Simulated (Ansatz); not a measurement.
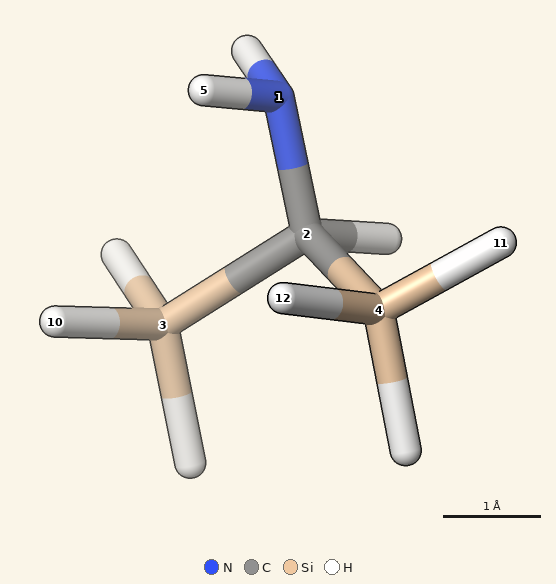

**Figure 1.** The starting structure (stick view, seen at a tilt; atoms are numbered from 1 in the order of the input).

**Run report: CH$_{9}$NSi$_{2}$, geometry relaxation (part 1 of 2)**

System: CH$_{9}$NSi$_{2}$, SMILES NC([SiH3])[SiH3].
Method: RKS PBE0-D4/def2-TZVP (Ansatz 0.2.0).

The geometry: PBE-D4/def2-SVP start. Figures and captions count atoms from 1; the log counts them from 0 in places.

### The input
```yaml
crystal:
  periodic: [false, false, false]
  atoms:
    - {symbol: N, position_ang: [0.438504, 1.403362, -0.832996]}
    - {symbol: C, position_ang: [-0.378919, 0.377505, -0.149034]}
    - {symbol: Si, position_ang: [0.177041, 0.062556, 1.654378]}
    - {symbol: Si, position_ang: [-0.427268, -1.187045, -1.237120]}
    - {symbol: H, position_ang: [1.426688, 1.115149, -0.846680]}
    - {symbol: H, position_ang: [0.418238, 2.292418, -0.313580]}
    - {symbol: H, position_ang: [-1.437331, 0.724512, -0.120731]}
    - {symbol: H, position_ang: [-0.678703, -0.927567, 2.404316]}
    - {symbol: H, position_ang: [0.161543, 1.377885, 2.394350]}
    - {symbol: H, position_ang: [1.599858, -0.435937, 1.639680]}
    - {symbol: H, position_ang: [-1.035789, -0.885297, -2.578797]}
    - {symbol: H, position_ang: [0.980242, -1.684155, -1.444667]}
    - {symbol: H, position_ang: [-1.223806, -2.268087, -0.554218]}
basis:
  gaussian: {orbitals: def2-TZVP}
hamiltonian: {xc: pbe0, dispersion: d4}
relax: {f_tol: 0.005, max_steps: 150}
```

Run on 4 threads of Intel Xeon, 15 GiB of memory available, shared host.

Launched with:
```bash
ansatz run in.yaml --threads 4 --pin off --events-out ev --progress --plain --max-ram 10444MiB
```

### Log
```
Functional definition: PBE0
  name "PBE0"
  cite "Adamo & Barone, J. Chem. Phys. 110, 6158 (1999) doi:10.1063/1.478522"
  cite "Perdew, Burke & Ernzerhof, Phys. Rev. Lett. 77, 3865 (1996) doi:10.1103/PhysRevLett.77.3865"
  parent pbe
  parameter a = 0.25
  parameter kappa = 0.804
  parameter beta = 0.06672455060314922
  exchange = (1 - a)*pbe_x(kappa = kappa, mu = beta*pi^2/3) + a*exact_x
  correlation = pbe_c(beta = beta)
1267 factors; their error is unknown
mean field evaluation 1: about -18413.2603 eV, gradient 5.6e1 eV
mean field evaluation 2: about -18402.9426 eV, gradient 8.4e1 eV
mean field evaluation 4: about -18419.9203 eV, gradient 3.3e0 eV
mean field evaluation 8: about -18419.9449 eV, gradient 3.0e-2 eV
mean field evaluation 16: about -18420.0072 eV, gradient 1.8e-5 eV
mean field -18420.00718198 eV, -676.9227784084 hartree, gradient 1.8e-5 eV, S^2 0.000000; 0 other end points of the search recorded, 0 dependent functions left out
the calculation of the forces begins
reference -18420.00721929 eV, -676.9227797795 hartree; 25, 25 occupied and 165, 165 virtual orbitals, 1267 factors
relax step   1: F+E_penalty+E_count = -18420.25211983 eV  Δ(F+E_penalty+E_count) = +0.000e0 eV  max|allowed force component| = 6.084e-1 eV/Å  Δτ_max = 0.0000 Å  (26 SCF iters, accepted)
these checks for a lower state are left out or cut short: starts, cluster_reference, orbital_swaps, neighbouring_geometries, increment
1267 factors; their error is unknown
mean field -18420.04652687 eV, -676.9242243066 hartree, gradient 1.8e-5 eV, S^2 0.000000; 0 other end points of the search recorded, 0 dependent functions left out
the calculation of the forces begins
reference -18420.04656402 eV, -676.9242256716 hartree; 25, 25 occupied and 165, 165 virtual orbitals, 1267 factors
relax step   2: F+E_penalty+E_count = -18420.29285932 eV  Δ(F+E_penalty+E_count) = -4.074e-2 eV  max|allowed force component| = 2.147e-1 eV/Å  Δτ_max = 0.0351 Å  (31 SCF iters, accepted)
these checks for a lower state are left out or cut short: starts, cluster_reference, orbital_swaps, neighbouring_geometries, increment
1267 factors; their error is unknown
mean field -18420.05091908 eV, -676.9243857171 hartree, gradient 1.8e-5 eV, S^2 0.000000; 0 other end points of the search recorded, 0 dependent functions left out
the calculation of the forces begins
reference -18420.05095617 eV, -676.9243870803 hartree; 25, 25 occupied and 165, 165 virtual orbitals, 1267 factors
relax step   3: F+E_penalty+E_count = -18420.29788636 eV  Δ(F+E_penalty+E_count) = -5.027e-3 eV  max|allowed force component| = 4.438e-2 eV/Å  Δτ_max = 0.0191 Å  (31 SCF iters, accepted)
these checks for a lower state are left out or cut short: starts, cluster_reference, orbital_swaps, neighbouring_geometries, increment
1267 factors; their error is unknown
mean field evaluation 32: about -18419.9876 eV, gradient 6.0e-1 eV
mean field -18420.05124597 eV, -676.9243977303 hartree, gradient 1.8e-5 eV, S^2 0.000000; 0 other end points of the search recorded, 0 dependent functions left out
the calculation of the forces begins
reference -18420.05128305 eV, -676.9243990931 hartree; 25, 25 occupied and 165, 165 virtual orbitals, 1267 factors
relax step   4: F+E_penalty+E_count = -18420.29830919 eV  Δ(F+E_penalty+E_count) = -4.228e-4 eV  max|allowed force component| = 1.835e-2 eV/Å  Δτ_max = 0.0114 Å  (31 SCF iters, accepted)
these checks for a lower state are left out or cut short: starts, cluster_reference, orbital_swaps, neighbouring_geometries, increment
1267 factors; their error is unknown
mean field -18420.05193551 eV, -676.9244230705 hartree, gradient 1.8e-5 eV, S^2 0.000000; 0 other end points of the search recorded, 0 dependent functions left out
the calculation of the forces begins
reference -18420.05197249 eV, -676.9244244292 hartree; 25, 25 occupied and 165, 165 virtual orbitals, 1267 factors
relax step   5: F+E_penalty+E_count = -18420.29893362 eV  Δ(F+E_penalty+E_count) = -6.244e-4 eV  max|allowed force component| = 2.067e-2 eV/Å  Δτ_max = 0.0419 Å  (29 SCF iters, accepted)
these checks for a lower state are left out or cut short: starts, cluster_reference, orbital_swaps, neighbouring_geometries, increment
1267 factors; their error is unknown
mean field -18420.05199317 eV, -676.9244251893 hartree, gradient 1.8e-5 eV, S^2 0.000000; 0 other end points of the search recorded, 0 dependent functions left out
the calculation of the forces begins
reference -18420.05203007 eV, -676.9244265452 hartree; 25, 25 occupied and 165, 165 virtual orbitals, 1267 factors
relax step   6: F+E_penalty+E_count = -18420.29915556 eV  Δ(F+E_penalty+E_count) = -2.219e-4 eV  max|allowed force component| = 1.143e-2 eV/Å  Δτ_max = 0.0245 Å  (29 SCF iters, accepted)
these checks for a lower state are left out or cut short: starts, cluster_reference, orbital_swaps, neighbouring_geometries, increment
1267 factors; their error is unknown
mean field -18420.05209810 eV, -676.9244290455 hartree, gradient 1.8e-5 eV, S^2 0.000000; 0 other end points of the search recorded, 0 dependent functions left out
the calculation of the forces begins
reference -18420.05213497 eV, -676.9244304003 hartree; 25, 25 occupied and 165, 165 virtual orbitals, 1267 factors
relax step   7: F+E_penalty+E_count = -18420.29926502 eV  Δ(F+E_penalty+E_count) = -1.095e-4 eV  max|allowed force component| = 8.562e-3 eV/Å  Δτ_max = 0.0099 Å  (30 SCF iters, accepted)
these checks for a lower state are left out or cut short: starts, cluster_reference, orbital_swaps, neighbouring_geometries, increment
1267 factors; their error is unknown
mean field evaluation 64: about -18420.0521 eV, gradient 4.3e-3 eV
mean field -18420.05213441 eV, -676.9244303799 hartree, gradient 1.8e-5 eV, S^2 0.000000; 0 other end points of the search recorded, 0 dependent functions left out
the calculation of the forces begins
reference -18420.05217126 eV, -676.9244317341 hartree; 25, 25 occupied and 165, 165 virtual orbitals, 1267 factors
relax step   8: F+E_penalty+E_count = -18420.29931168 eV  Δ(F+E_penalty+E_count) = -4.665e-5 eV  max|allowed force component| = 8.011e-3 eV/Å  Δτ_max = 0.0079 Å  (30 SCF iters, accepted)
these checks for a lower state are left out or cut short: starts, cluster_reference, orbital_swaps, neighbouring_geometries, increment
1267 factors; their error is unknown
mean field -18420.05215884 eV, -676.9244312774 hartree, gradient 1.8e-5 eV, S^2 0.000000; 0 other end points of the search recorded, 0 dependent functions left out
the calculation of the forces begins
reference -18420.05219567 eV, -676.9244326310 hartree; 25, 25 occupied and 165, 165 virtual orbitals, 1267 factors
relax step   9: F+E_penalty+E_count = -18420.29932901 eV  Δ(F+E_penalty+E_count) = -1.733e-5 eV  max|allowed force component| = 5.737e-3 eV/Å  Δτ_max = 0.0074 Å  (30 SCF iters, accepted)
these checks for a lower state are left out or cut short: starts, cluster_reference, orbital_swaps, neighbouring_geometries, increment
1267 factors; their error is unknown
mean field -18420.05217490 eV, -676.9244318680 hartree, gradient 1.6e-5 eV, S^2 0.000000; 0 other end points of the search recorded, 0 dependent functions left out
the calculation of the forces begins
reference -18420.05221174 eV, -676.9244332216 hartree; 25, 25 occupied and 165, 165 virtual orbitals, 1267 factors
relax step  10: F+E_penalty+E_count = -18420.29933256 eV  Δ(F+E_penalty+E_count) = -3.550e-6 eV  max|allowed force component| = 2.610e-3 eV/Å  Δτ_max = 0.0020 Å  (22 SCF iters, accepted)
1267 factors; their error is unknown
mean field evaluation 96: about -18420.0522 eV, gradient 1.1e-4 eV
```

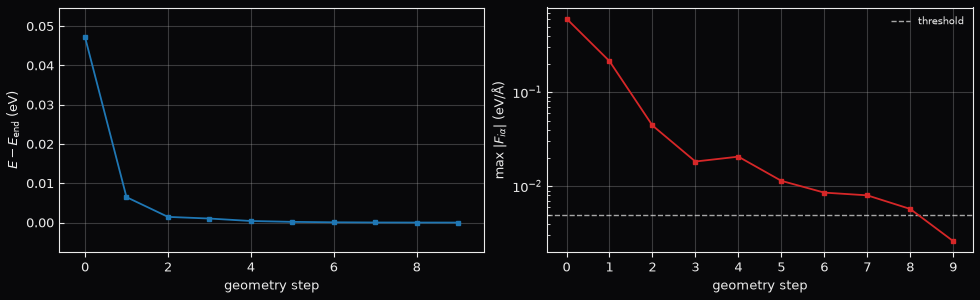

**Figure 2.** Progress of the relaxation, step by step (the first geometry is step 0 here and step 1 in the log).

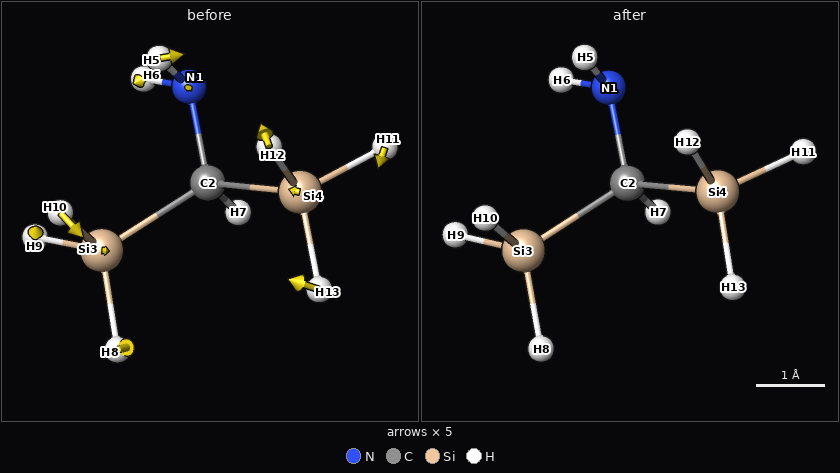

**Figure 3.** Before (left) and after (right) the relaxation, at one scale (ball-and-stick view, seen at a tilt). The yellow arrows give the displacements, magnified 5 times. H13 moves most after the best rigid fit: 0.12 Å. Largest moves by element: H 0.12 Å, Si 0.04 Å, N 0.02 Å, C 0.01 Å. Distances before and after: C2–Si3 1.913 → 1.888 Å, C2–Si4 1.906 → 1.883 Å, Si4–H11 1.504 → 1.485 Å, Si3–H10 1.508 → 1.490 Å. After 9 geometry steps the energy has fallen by 0.047 eV. Largest force component: 0.61 eV/Å at the start, 0.0026 eV/Å at the end. (Atoms are counted from 1 in the order of the input.)

```
mean field -18420.05217490 eV, -676.9244318680 hartree, gradient 1.7e-5 eV, S^2 0.000000; 1 other end points of the search recorded, 0 dependent functions left out
the calculation of the forces begins
reference -18420.05221174 eV, -676.9244332216 hartree; 25, 25 occupied and 165, 165 virtual orbitals, 1267 factors
Total energy: -18420.29936939 eV, -676.9335160977 hartree
Atom 0 at     0.428071     1.407129    -0.816894 Å, force     0.002610     0.001918     0.000237 eV/Å
Atom 1 at    -0.383609     0.379770    -0.142421 Å, force     0.000379     0.000555     0.001949 eV/Å
Atom 2 at     0.157964     0.056945     1.637381 Å, force    -0.000539    -0.001026    -0.002102 eV/Å
Atom 3 at    -0.402938    -1.167991    -1.214652 Å, force     0.000023    -0.001427     0.000635 eV/Å
Atom 4 at     1.388315     1.098697    -0.915049 Å, force    -0.001256    -0.000495    -0.000305 eV/Å
Atom 5 at     0.449372     2.268037    -0.281987 Å, force    -0.000605    -0.000533    -0.000793 eV/Å
Atom 6 at    -1.426423     0.722766    -0.121365 Å, force    -0.000944    -0.000146    -0.000334 eV/Å
Atom 7 at    -0.753356    -0.868852     2.365188 Å, force    -0.000407    -0.000176     0.000572 eV/Å
Atom 8 at     0.208796     1.357766     2.363813 Å, force     0.000155     0.000110    -0.000163 eV/Å
Atom 9 at     1.531046    -0.520438     1.632427 Å, force     0.000647     0.000476     0.000574 eV/Å
Atom 10 at    -1.065802    -0.907779    -2.518292 Å, force     0.000165     0.000763     0.000209 eV/Å
Atom 11 at     1.002209    -1.593110    -1.465805 Å, force     0.000483     0.000403    -0.000546 eV/Å
Atom 12 at    -1.113348    -2.267642    -0.507444 Å, force    -0.000711    -0.000421     0.000066 eV/Å
Dipole moment:     0.044615     0.130006     0.124148 e Å
```
